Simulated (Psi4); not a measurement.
**As2 (SMILES [As]#[As]): BP86/3-21G (sweep point 2)**

What is the energy change on altering one bond length of As2 at BP86/3-21G (sweep point 2)? Input form: a Python script.

Program for the calculation: Psi4 1.11.

## (1) The molecule

As2 has 2 atoms, charge 0, and is taken as a singlet. SMILES: `[As]#[As]`. Geometry: relaxed at PBE0-D4/def2-TZVP.

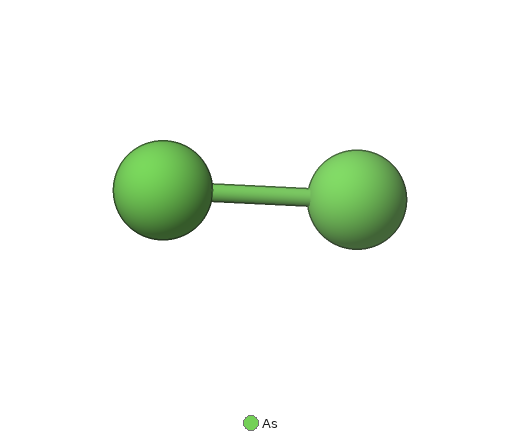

The structure, seen from a chosen angle (arsenic green).

## (2) A single-point energy at BP86/3-21G (sweep point 2)

Contents of calc.py:

```python
import psi4

psi4.set_memory('1600 MB')
psi4.set_num_threads(1)
psi4.set_output_file('psi4.out', False)

molecule = psi4.geometry("""
0 1
As     0.000000     0.000000     0.002480
As     0.000000     0.000000     2.091490
symmetry c1
""")

psi4.set_options(dict(basis='3-21G', puream=True, scf_type='pk', dft_radial_points=99, dft_spherical_points=590))

result = psi4.energy("BP86", molecule=molecule)
print(f'BP86 energy: {result:.10f} Eh')
```

Launch:

```console
$ python calc.py
```

psi4.out, shortened:

```text
[...]
  Running in c1 symmetry.
[...]
  Nuclear repulsion =  275.859848645832244
[...]
  Multiplicity = 1
[...]
  Nalpha       = 33
  Nbeta        = 33
[...]
    Number of basis functions: 44
[...]
   @RKS iter   1: -4450.30754630875253   -5.21398e+00   1.97888e-02 ADIIS/DIIS
[...]
   @RKS iter   6: -4450.74431022579301   -7.21338e-08   8.94867e-08 DIIS
[...]
    Orbital Energies [Eh]
    ---------------------
    Doubly Occupied:
       1A   -421.045220     2A   -421.044728     3A    -52.850275
       4A    -52.849808     5A    -47.077370     6A    -47.077370
       7A    -47.077181     8A    -47.077181     9A    -47.077012
      10A    -47.076192    11A     -6.651273    12A     -6.651180
      13A     -4.720517    14A     -4.720486    15A     -4.720486
      16A     -4.720398    17A     -4.720398    18A     -4.718714
      19A     -1.378893    20A     -1.378334    21A     -1.374398
      22A     -1.374397    23A     -1.374391    24A     -1.374390
      25A     -1.374148    26A     -1.374148    27A     -1.374096
      28A     -1.374096    29A     -0.629582    30A     -0.430135
      31A     -0.247947    32A     -0.247947    33A     -0.244544
[...]
  @RKS Final Energy: -4450.74431022579301
   => Energetics <=
    Nuclear Repulsion Energy =            275.8598486458322441
    One-Electron Energy =               -6761.3682008561800103
    Two-Electron Energy =                2201.7731387080930290
    DFT Exchange-Correlation Energy =    -167.0090967235384198
    Empirical Dispersion Energy =           0.0000000000000000
    VV10 Nonlocal Energy =                  0.0000000000000000
    Total Energy =                      -4450.7443102257930150
[...]
 Multipole Moments:
 ------------------------------------------------------------------------------------
     Multipole            Electronic (a.u.)      Nuclear  (a.u.)        Total (a.u.)
 ------------------------------------------------------------------------------------
 L = 1.  Multiply by 2.5417464519 to convert [e a0] to [Debye]
 Dipole X            :          0.0000000            0.0000000            0.0000000
 Dipole Y            :          0.0000000            0.0000000            0.0000000
 Dipole Z            :          0.0000000            0.0000000            0.0000000
 Magnitude           :                                                    0.0000000
[...]
```

Standard output:

```text
BP86 energy: -4450.7443102258 Eh
```

Run time: 3.9 s. Hardware: 1 thread of Intel Xeon at 2.70GHz, shared host; peak memory 0.31 GiB.

## (3) The distorted shape

Contents of as2.py:

```python
import psi4

psi4.set_memory(1600000000)
psi4.set_num_threads(1)
psi4.core.set_output_file('run.log', False)

molecule = psi4.geometry("""
0 1
As     0.000000     0.000000    -0.415310
As     0.000000     0.000000     2.091490
units angstrom
symmetry c1
""")

psi4.set_options({
    'basis': '3-21G',
    'puream': True,
    'scf_type': 'pk',
    'dft_radial_points': 99,
    'dft_spherical_points': 590,
})

E, wfn = psi4.energy('BP86', return_wfn=True)
print('E =', round(E, 9))
for k, v in sorted(psi4.core.scalar_variables().items()):
    print(f'{k:45s} {v:18.10f}')
```

Launch:

```console
$ python as2.py
```

run.log, shortened:

```text
[...]
  Running in c1 symmetry.
[...]
  Nuclear repulsion =  229.884307651041212
[...]
  Multiplicity = 1
[...]
  Nalpha       = 33
  Nbeta        = 33
[...]
    Number of basis functions: 44
[...]
   @RKS iter   1: -4450.28926819741901   -5.59049e+00   1.97374e-02 DIIS/ADIIS
[...]
   @RKS iter   6: -4450.72161688901542   -1.14232e-07   9.48144e-08 DIIS
[...]
    Orbital Energies [Eh]
    ---------------------
    Doubly Occupied:
       1A   -421.059714     2A   -421.059709     3A    -52.860734
       4A    -52.860652     5A    -47.088476     6A    -47.088476
       7A    -47.088408     8A    -47.088408     9A    -47.088228
      10A    -47.087983    11A     -6.657669    12A     -6.657597
      13A     -4.727072    14A     -4.727072    15A     -4.727039
      16A     -4.727039    17A     -4.725499    18A     -4.725478
      19A     -1.382368    20A     -1.380954    21A     -1.380954
      22A     -1.380952    23A     -1.380952    24A     -1.379976
      25A     -1.379976    26A     -1.379921    27A     -1.379867
      28A     -1.379867    29A     -0.563525    30A     -0.463749
      31A     -0.245505    32A     -0.219660    33A     -0.219660
[...]
  @RKS Final Energy: -4450.72161688901542
   => Energetics <=
    Nuclear Repulsion Energy =            229.8843076510412118
    One-Electron Energy =               -6669.1849832800889999
    Two-Electron Energy =                2155.4586663049476556
    DFT Exchange-Correlation Energy =    -166.8796075649151476
    Empirical Dispersion Energy =           0.0000000000000000
    VV10 Nonlocal Energy =                  0.0000000000000000
    Total Energy =                      -4450.7216168890154222
[...]
 Multipole Moments:
 ------------------------------------------------------------------------------------
     Multipole            Electronic (a.u.)      Nuclear  (a.u.)        Total (a.u.)
 ------------------------------------------------------------------------------------
 L = 1.  Multiply by 2.5417464519 to convert [e a0] to [Debye]
 Dipole X            :          0.0000000            0.0000000            0.0000000
 Dipole Y            :         -0.0000000            0.0000000           -0.0000000
 Dipole Z            :          0.0000022           -0.0000000            0.0000022
 Magnitude           :                                                    0.0000022
[...]
```

The script printed:

```text
E = -4450.721616889
CURRENT ENERGY                                  -4450.7216168890
CURRENT REFERENCE ENERGY                        -4450.7216168890
DD SOLVATION ENERGY                                 0.0000000000
DFT FUNCTIONAL TOTAL ENERGY                     -4450.7216168890
DFT TOTAL ENERGY                                -4450.7216168890
DFT VV10 ENERGY                                     0.0000000000
DFT XC ENERGY                                    -166.8796075649
GRID ELECTRONS ALPHA                               32.9999977503
GRID ELECTRONS BETA                                32.9999977503
GRID ELECTRONS TOTAL                               65.9999955006
NUCLEAR REPULSION ENERGY                          229.8843076510
ONE-ELECTRON ENERGY                             -6669.1849832801
PCM POLARIZATION ENERGY                             0.0000000000
PE ENERGY                                           0.0000000000
SCF ITERATION ENERGY                            -4450.7216168890
SCF ITERATIONS                                      6.0000000000
SCF TOTAL ENERGY                                -4450.7216168890
TWO-ELECTRON ENERGY                              2155.4586663049
XC GRID RADIAL POINTS                              99.0000000000
XC GRID SPHERICAL POINTS                          590.0000000000
XC GRID TOTAL POINTS                           103434.0000000000
```

Wall time 3.6 s (1 thread of Intel Xeon at 2.70GHz, shared host); peak memory 0.3 GiB.

## (4) What came out

At BP86/3-21G (sweep point 2):

```
                                                           quantity           value
                                          first shape: total energy  -4450.74431 Eh
                                         first shape: dipole moment          0.00 D
                                           first shape: HOMO energy        -6.65 eV
                                           first shape: LUMO energy        -3.30 eV
                                         first shape: HOMO–LUMO gap         3.36 eV
                                      distorted shape: total energy  -4450.72162 Eh
                                     distorted shape: dipole moment          0.00 D
                                       distorted shape: HOMO energy        -5.98 eV
                                       distorted shape: LUMO energy        -4.01 eV
                                     distorted shape: HOMO–LUMO gap         1.96 eV
energy change with the As1–As2 bond stretched from 2.089 to 2.507 Å        0.618 eV
```

With the As1–As2 bond stretched from 2.089 to 2.507 Å the energy rises by 0.62 eV (59.6 kJ/mol). The first shape isn't relaxed at this level, so the change isn't measured from a minimum.
